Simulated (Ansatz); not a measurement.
# Run report: CH₁₀AsNSi, geometry relaxation (part 1 of 2)

CH₁₀AsNSi, computed with RHF/def2-SVP (Ansatz 0.2.0).

It belongs to a series of runs on one base structure; here: end point B relaxed. Figures and captions count atoms from 1; the log counts them from 0 in places.

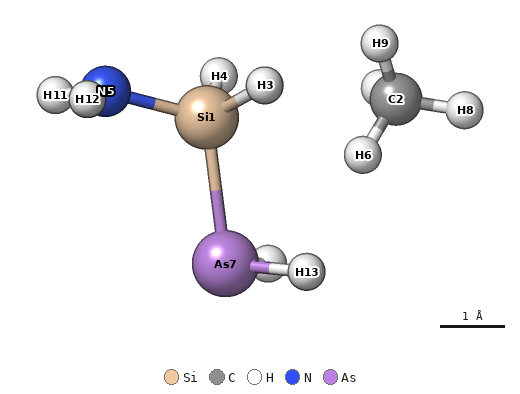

Figure 1. The starting structure (ball-and-stick view, seen at a tilt; atoms are numbered from 1 in the order of the input). Bond lengths as drawn: As–H 1.51 Å, As–Si 2.33 Å, C–H 1.08 to 1.09 Å, H–N 1.00 Å, H–Si 1.47 to 1.48 Å and N–Si 1.73 Å.

## Input
```yaml
crystal:
  periodic: [false, false, false]
  atoms:
    - { symbol: Si, position_ang: [-0.081329, 0.341465, -0.966838] }
    - { symbol: C, position_ang: [0.225158, -1.627592, 1.525031] }
    - { symbol: H, position_ang: [1.247107, -0.300465, -0.949883] }
    - { symbol: H, position_ang: [-1.187787, -0.591099, -0.686955] }
    - { symbol: "N", position_ang: [-0.314963, 0.907807, -2.582853] }
    - { symbol: H, position_ang: [0.332873, -0.554514, 1.476719] }
    - { symbol: As, position_ang: [-0.116241, 2.073775, 0.593447] }
    - { symbol: H, position_ang: [0.771461, -2.000672, 2.397581] }
    - { symbol: H, position_ang: [0.628601, -2.101711, 0.63038] }
    - { symbol: H, position_ang: [-0.832213, -1.883183, 1.63097] }
    - { symbol: H, position_ang: [-1.212637, 1.208499, -2.910044] }
    - { symbol: H, position_ang: [0.42086, 1.365514, -3.085981] }
    - { symbol: H, position_ang: [1.154897, 1.725094, 1.325237] }
    - { symbol: H, position_ang: [-1.035688, 1.437283, 1.603289] }
basis:
  gaussian: { orbitals: def2-SVP }
hamiltonian:
  xc: hf
relax:
  f_tol: 0.03
  max_steps: 50
```

Run on 2 threads of Arm Neoverse V2, 24 GiB of memory available, shared host.

Launched with:
```bash
ansatz run input.yaml --threads 2 --pin off --max-ram 3072MiB --backend cpu --events-out ev --progress --plain --runs-dir out
```

## Log
```
The last accepted step is kept in [file] (removed where the run ends without a failure and the disk answers)
Engine: ansatz 0.2.0, aarch64-unknown-linux-gnu
Functional definition: HF
  exchange = exact_x
  correlation = 0
1378 factors; integrals over basis functions are off by at most 4.0e-4 eV
mean field evaluation 1: about -71313.2194 eV, gradient 3.6e1 eV
mean field evaluation 2: about -71313.2734 eV, gradient 3.6e1 eV
mean field evaluation 4: about -71316.6889 eV, gradient 3.5e0 eV
mean field evaluation 8: about -71316.7421 eV, gradient 2.0e-1 eV
mean field -71316.74233152 eV, -2620.8419404593 hartree, gradient 1.1e-5 eV, S^2 0.000000; 0 other end points of the search recorded, 0 dependent functions left out
the calculation of the forces begins
reference -71316.74233152 eV, -2620.8419404593 hartree; 35, 35 occupied and 93, 93 virtual orbitals, 1378 factors
relax step   1: F+E_penalty+E_count = -71316.74233152 eV  Δ(F+E_penalty+E_count) = +0.000e0 eV  max|allowed force component| = 1.145e0 eV/Å  Δτ_max = 0.0000 Å  (33 SCF iters, accepted)
these checks for a lower state are left out or cut short: starts, cluster_reference, orbital_swaps, neighbouring_geometries, increment
1378 factors; integrals over basis functions are off by at most 4.0e-4 eV
mean field evaluation 16: about -71316.9591 eV, gradient 2.8e-4 eV
mean field -71316.95908346 eV, -2620.8499059462 hartree, gradient 2.2e-5 eV, S^2 0.000000; 0 other end points of the search recorded, 0 dependent functions left out
[... from here on the field's lines of each further geometry are left out, up to the last ...]
relax step   2: F+E_penalty+E_count = -71316.95908346 eV  Δ(F+E_penalty+E_count) = -2.168e-1 eV  max|allowed force component| = 2.232e-1 eV/Å  Δτ_max = 0.1970 Å  (31 SCF iters, accepted)
relax step   3: F+E_penalty+E_count = -71317.02243402 eV  Δ(F+E_penalty+E_count) = -6.335e-2 eV  max|allowed force component| = 1.115e-1 eV/Å  Δτ_max = 0.1601 Å  (31 SCF iters, accepted)
relax step   4: F+E_penalty+E_count = -71317.05867234 eV  Δ(F+E_penalty+E_count) = -3.624e-2 eV  max|allowed force component| = 1.458e-1 eV/Å  Δτ_max = 0.2000 Å  (30 SCF iters, accepted)
relax step   5: F+E_penalty+E_count = -71317.07420187 eV  Δ(F+E_penalty+E_count) = -1.553e-2 eV  max|allowed force component| = 1.821e-1 eV/Å  Δτ_max = 0.2000 Å  (30 SCF iters, accepted)
relax step   6: F+E_penalty+E_count = -71317.07948238 eV  Δ(F+E_penalty+E_count) = -5.281e-3 eV  max|allowed force component| = 1.727e-1 eV/Å  Δτ_max = 0.0741 Å  (31 SCF iters, accepted)
relax step   7: F+E_penalty+E_count = -71317.08550774 eV  Δ(F+E_penalty+E_count) = -6.025e-3 eV  max|allowed force component| = 7.019e-2 eV/Å  Δτ_max = 0.2000 Å  (31 SCF iters, accepted)
relax step   8: F+E_penalty+E_count = -71317.08492417 eV  Δ(F+E_penalty+E_count) = +5.836e-4 eV  max|allowed force component| = 4.170e-1 eV/Å  Δτ_max = 0.1954 Å  (30 SCF iters, rejected (line search))
relax step   9: F+E_penalty+E_count = -71317.08722343 eV  Δ(F+E_penalty+E_count) = -1.716e-3 eV  max|allowed force component| = 1.292e-1 eV/Å  Δτ_max = 0.0977 Å  (30 SCF iters, accepted)
relax step  10: F+E_penalty+E_count = -71317.09743043 eV  Δ(F+E_penalty+E_count) = -1.021e-2 eV  max|allowed force component| = 8.512e-2 eV/Å  Δτ_max = 0.1000 Å  (31 SCF iters, accepted)
relax step  11: F+E_penalty+E_count = -71317.10488184 eV  Δ(F+E_penalty+E_count) = -7.451e-3 eV  max|allowed force component| = 2.619e-1 eV/Å  Δτ_max = 0.1469 Å  (31 SCF iters, accepted)
relax step  12: F+E_penalty+E_count = -71317.09753397 eV  Δ(F+E_penalty+E_count) = +7.348e-3 eV  max|allowed force component| = 6.070e-1 eV/Å  Δτ_max = 0.1558 Å  (30 SCF iters, rejected (line search))
relax step  13: F+E_penalty+E_count = -71317.11312050 eV  Δ(F+E_penalty+E_count) = -8.239e-3 eV  max|allowed force component| = 1.299e-1 eV/Å  Δτ_max = 0.0779 Å  (30 SCF iters, accepted)
relax step  14: F+E_penalty+E_count = -71317.11987940 eV  Δ(F+E_penalty+E_count) = -6.759e-3 eV  max|allowed force component| = 6.723e-2 eV/Å  Δτ_max = 0.0982 Å  (30 SCF iters, accepted)
relax step  15: F+E_penalty+E_count = -71317.12445866 eV  Δ(F+E_penalty+E_count) = -4.579e-3 eV  max|allowed force component| = 1.727e-1 eV/Å  Δτ_max = 0.1457 Å  (29 SCF iters, accepted)
relax step  16: F+E_penalty+E_count = -71317.11320421 eV  Δ(F+E_penalty+E_count) = +1.125e-2 eV  max|allowed force component| = 4.721e-1 eV/Å  Δτ_max = 0.1950 Å  (30 SCF iters, rejected (line search))
relax step  17: F+E_penalty+E_count = -71317.12944336 eV  Δ(F+E_penalty+E_count) = -4.985e-3 eV  max|allowed force component| = 9.697e-2 eV/Å  Δτ_max = 0.0975 Å  (30 SCF iters, accepted)
relax step  18: F+E_penalty+E_count = -71317.13133621 eV  Δ(F+E_penalty+E_count) = -1.893e-3 eV  max|allowed force component| = 8.241e-2 eV/Å  Δτ_max = 0.0877 Å  (30 SCF iters, accepted)
relax step  19: F+E_penalty+E_count = -71317.13226000 eV  Δ(F+E_penalty+E_count) = -9.238e-4 eV  max|allowed force component| = 7.231e-2 eV/Å  Δτ_max = 0.0712 Å  (30 SCF iters, accepted)
relax step  20: F+E_penalty+E_count = -71317.13259904 eV  Δ(F+E_penalty+E_count) = -3.390e-4 eV  max|allowed force component| = 7.424e-2 eV/Å  Δτ_max = 0.0593 Å  (31 SCF iters, accepted)
relax step  21: F+E_penalty+E_count = -71317.13320172 eV  Δ(F+E_penalty+E_count) = -6.027e-4 eV  max|allowed force component| = 3.189e-2 eV/Å  Δτ_max = 0.0172 Å  (25 SCF iters, accepted)
relax step  22: F+E_penalty+E_count = -71317.13345236 eV  Δ(F+E_penalty+E_count) = -2.506e-4 eV  max|allowed force component| = 1.550e-2 eV/Å  Δτ_max = 0.0208 Å  (24 SCF iters, accepted)
relax step  23: F+E_penalty+E_count = -71317.13364059 eV  Δ(F+E_penalty+E_count) = -1.882e-4 eV  max|allowed force component| = 2.821e-2 eV/Å  Δτ_max = 0.0312 Å  (25 SCF iters, accepted)
relax step  24: F+E_penalty+E_count = -71317.13390554 eV  Δ(F+E_penalty+E_count) = -2.650e-4 eV  max|allowed force component| = 4.524e-2 eV/Å  Δτ_max = 0.0579 Å  (32 SCF iters, accepted)
relax step  25: F+E_penalty+E_count = -71317.13413753 eV  Δ(F+E_penalty+E_count) = -2.320e-4 eV  max|allowed force component| = 2.809e-2 eV/Å  Δτ_max = 0.0716 Å  (30 SCF iters, accepted)
the calculation of the forces begins
reference -71317.13423467 eV, -2620.8563426345 hartree; 35, 35 occupied and 93, 93 virtual orbitals, 1378 factors
relax step  26: F+E_penalty+E_count = -71317.13423467 eV  Δ(F+E_penalty+E_count) = -9.715e-5 eV  max|allowed force component| = 2.168e-2 eV/Å  Δτ_max = 0.0439 Å  (25 SCF iters, accepted)
1378 factors; integrals over basis functions are off by at most 3.5e-4 eV
mean field evaluation 192: about -71317.1321 eV, gradient 7.1e-1 eV
```

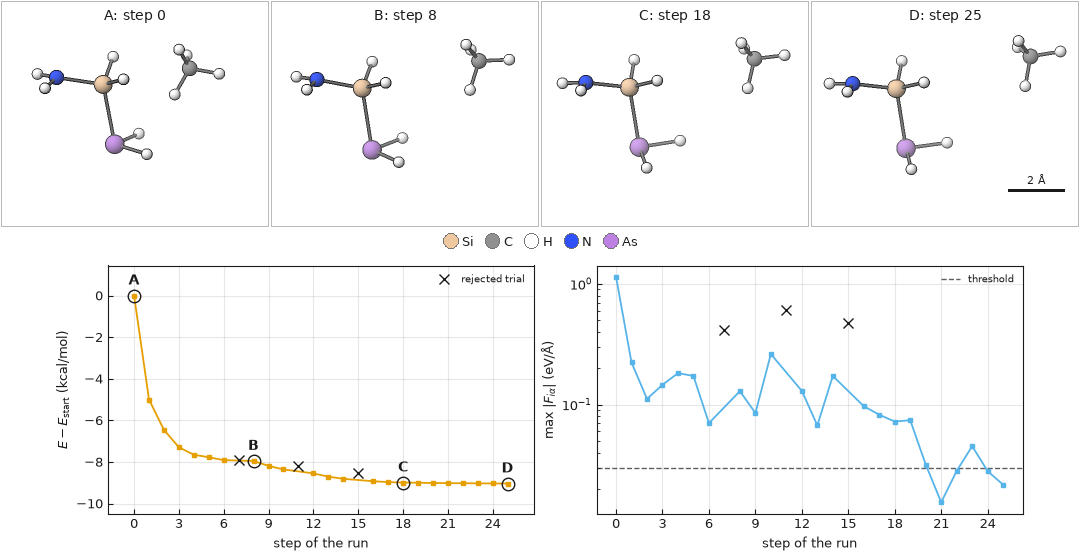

Figure 2. Frames of the relaxation (ball-and-stick view, seen at a tilt) above the curves, on which the letters mark them (the first geometry is step 0 here and step 1 in the log).

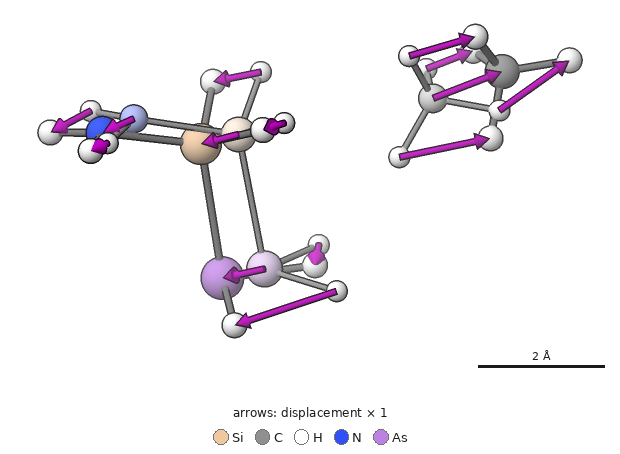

Figure 3. Start (faint) and end (solid) with the displacements as pink arrows, at true length (ball-and-stick view, seen at a tilt). The two geometries are laid on each other by the best rigid fit. The largest move after the best rigid fit is that of H13, 1.72 Å. Largest moves by element: H 1.72 Å, C 1.18 Å, As 0.79 Å, Si 0.65 Å, N 0.56 Å. Among the contacts that change: Si1–As7 2.332 → 2.395 Å, C2–H6 1.080 → 1.090 Å, Si1–H4 1.474 → 1.481 Å, Si1–N5 1.728 → 1.722 Å. Among the angles that change: H4–Si1–As7 109.4° → 105.4°, H4–Si1–N5 106.5° → 109.9°, H3–Si1–H4 113.5° → 110.1°. After 25 geometry steps the energy has fallen by 9.04 kcal/mol. The largest force component goes from 1.1 to 0.022 eV/Å. The line search rejected the trial steps at points 7, 11, 15 (counted from 0) and went back. (Atoms are counted from 1 in the order of the input.)

```
mean field -71317.13423467 eV, -2620.8563426345 hartree, gradient 1.7e-5 eV, S^2 0.000000; 1 other end points of the search recorded, 0 dependent functions left out
the calculation of the forces begins
reference -71317.13423467 eV, -2620.8563426345 hartree; 35, 35 occupied and 93, 93 virtual orbitals, 1378 factors
Total energy: -71317.13423467 eV, -2620.8563426345 hartree
Atom 0 at    -0.381751     0.786714    -1.323375 Å, force     0.004499    -0.001135     0.006340 eV/Å
Atom 1 at     0.413697    -2.537472     2.258816 Å, force    -0.008678    -0.005970     0.004967 eV/Å
Atom 2 at     0.833102    -0.006567    -1.034337 Å, force     0.004028    -0.000564    -0.002263 eV/Å
Atom 3 at    -1.590543    -0.051842    -1.153222 Å, force    -0.006969    -0.001893    -0.001126 eV/Å
Atom 4 at    -0.269015     1.330065    -2.953586 Å, force     0.004054    -0.000355    -0.016007 eV/Å
Atom 5 at     0.785266    -1.540621     2.495925 Å, force    -0.005065    -0.005486     0.001313 eV/Å
Atom 6 at    -0.617440     2.573377     0.254776 Å, force    -0.012217     0.007107    -0.003694 eV/Å
Atom 7 at     0.643244    -3.215715     3.081017 Å, force    -0.003958     0.012282    -0.015803 eV/Å
Atom 8 at     0.892314    -2.895321     1.347366 Å, force    -0.004408    -0.001138     0.006820 eV/Å
Atom 9 at    -0.665931    -2.498257     2.111144 Å, force     0.021683    -0.000009     0.003359 eV/Å
Atom 10 at    -1.026590     1.793547    -3.415979 Å, force     0.009309    -0.001986     0.006007 eV/Å
Atom 11 at     0.613792     1.572958    -3.358289 Å, force    -0.012550     0.001425    -0.000075 eV/Å
Atom 12 at     0.833683     2.991528     0.213540 Å, force     0.009113     0.001844     0.001790 eV/Å
Atom 13 at    -0.463730     1.697807     1.476305 Å, force     0.001161    -0.004122     0.008373 eV/Å
Dipole moment:     0.131072     0.012962    -0.278068 e Å
```

## Trajectory as extended XYZ (Å, eV, eV/Å), 16 of the 26 frames kept, from step=1 to step=26
```
14
Properties=species:S:1:pos:R:3:forces:R:3 step=1 energy=-71316.74233
Si   -0.0813    0.3415   -0.9668   -0.0394  -0.3007  -1.1449
C     0.2252   -1.6276    1.5250    0.0283  -0.7423   0.4909
H     1.2471   -0.3005   -0.9499    0.0138  -0.0097   0.0149
H    -1.1878   -0.5911   -0.6870   -0.0172  -0.0215   0.0223
N    -0.3150    0.9078   -2.5829    0.0058   0.0045  -0.0693
H     0.3329   -0.5545    1.4767    0.0957  -0.0350   0.1162
As   -0.1162    2.0738    0.5934   -0.0596   0.9966   0.5567
H     0.7715   -2.0007    2.3976   -0.0854   0.0659  -0.1071
H     0.6286   -2.1017    0.6304   -0.0503   0.0425   0.0972
H    -0.8322   -1.8832    1.6310    0.1260   0.0207  -0.0205
H    -1.2126    1.2085   -2.9100    0.0103   0.0025   0.0210
H     0.4209    1.3655   -3.0860   -0.0233  -0.0077   0.0298
H     1.1549    1.7251    1.3252   -0.0072  -0.0121  -0.0026
H    -1.0357    1.4373    1.6033    0.0023  -0.0039  -0.0044
14
Properties=species:S:1:pos:R:3:forces:R:3 step=3 energy=-71317.02243
Si   -0.1042    0.4705   -1.1017   -0.0032   0.0714  -0.0243
C     0.2641   -1.8511    1.7250   -0.0543  -0.0391   0.0405
H     1.2199   -0.1860   -1.0390   -0.0092   0.0233   0.0260
H    -1.1946   -0.4744   -0.7774    0.0046   0.0299   0.0267
N    -0.3367    0.9925   -2.7270    0.0046   0.0010   0.0148
H     0.4331   -0.7789    1.7352    0.0298   0.0798  -0.0062
As   -0.1418    2.2627    0.5288    0.0115  -0.0959  -0.0216
H     0.7707   -2.2866    2.5848   -0.0483  -0.1115   0.0120
H     0.6621   -2.2760    0.8049    0.0304  -0.0336   0.0268
H    -0.8089   -2.0418    1.7765    0.0715  -0.0518   0.0638
H    -1.2348    1.3000   -3.0433   -0.0375   0.0236  -0.0321
H     0.3975    1.4604   -3.2202    0.0221   0.0331  -0.0445
H     1.1248    1.8482    1.2427   -0.0173   0.0358  -0.0412
H    -1.0511    1.5605    1.5107   -0.0047   0.0339  -0.0408
14
Properties=species:S:1:pos:R:3:forces:R:3 step=4 energy=-71317.05867
Si   -0.1158    0.5405   -1.1543   -0.0050   0.0183   0.0175
C     0.2872   -1.9538    1.8222    0.0401  -0.0455   0.1458
H     1.2108   -0.1078   -1.0596   -0.0235  -0.0179  -0.0516
H    -1.2069   -0.3916   -0.7950    0.0126  -0.0163  -0.0633
N    -0.3483    1.0461   -2.7863    0.0075   0.0113   0.0061
H     0.5048   -0.8856    1.8786   -0.0176  -0.1130   0.0185
As   -0.1554    2.3159    0.4714   -0.0150   0.1108  -0.0434
H     0.7452   -2.4632    2.6751   -0.0609   0.0708  -0.1147
H     0.6924   -2.3613    0.8965    0.0051  -0.0026   0.0097
H    -0.7925   -2.1087    1.8443    0.0476   0.0159   0.0050
H    -1.2487    1.3432   -3.1112    0.0323  -0.0077   0.0094
H     0.3852    1.5085   -3.2891   -0.0325  -0.0144   0.0137
H     1.1185    1.9064    1.1700   -0.0234  -0.0054   0.0277
H    -1.0763    1.6116    1.4375    0.0329  -0.0044   0.0196
```
